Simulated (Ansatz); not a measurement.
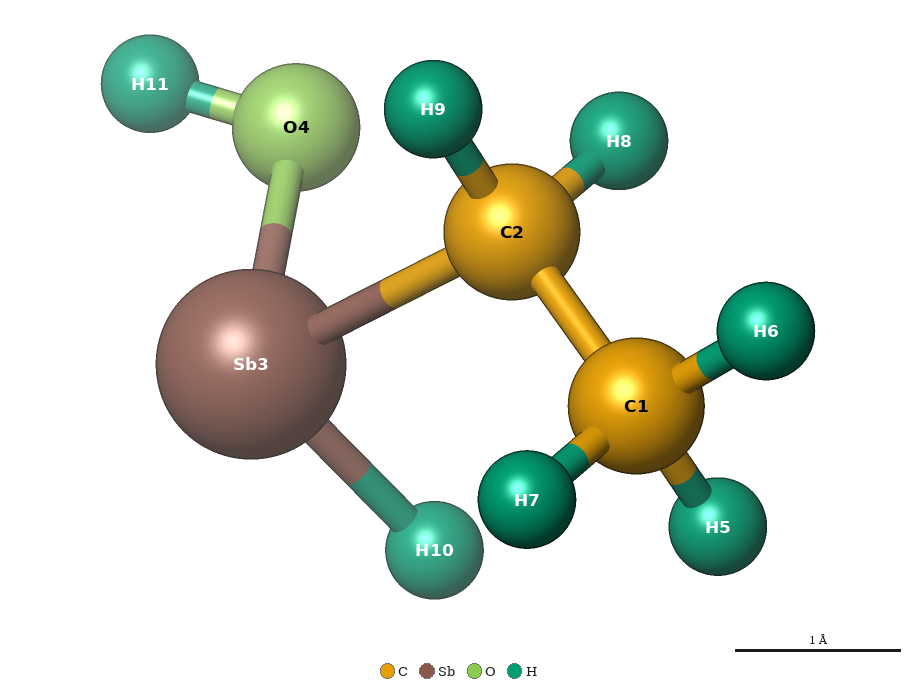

Orthographic view. Depth is shown by fading: the farther an atom, the more it takes the colour of the background. The geometry was computed by an optimisation with PBE-D4/def2-SVP. No frequency run is at hand to confirm it as a minimum.

Write the connection table.

C1: C2, H5, H6, H7
C2: C1, Sb3, H8, H9
Sb3: C2, O4, H10
O4: Sb3, H11
H5: C1
H6: C1
H7: C1
H8: C2
H9: C2
H10: Sb3
H11: O4
